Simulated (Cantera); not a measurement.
Input: 1 mol toluene, 4.9 mol CO2, 1.3 mol H2, equilibrated at 0.00800 bar.

Cantera equilibrium calculation (NASA polynomials, part measured and part estimated; ideal gas, pure solids and liquids). Candidate condensed phases: C, C6H6, C7H8, C8H18, H2O; 131 gas species. Ions and electrons are included (thermal ionisation). Rates play no part.

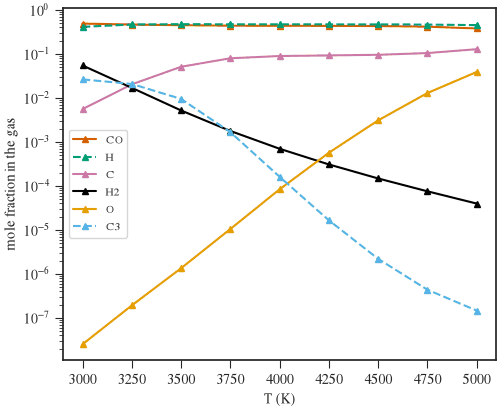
Figure: Equilibrium gas composition (values under 1e-9 drawn at 1e-9)

From 3000 K to 5000 K nothing is condensed. The main C-bearing gas is CO throughout.
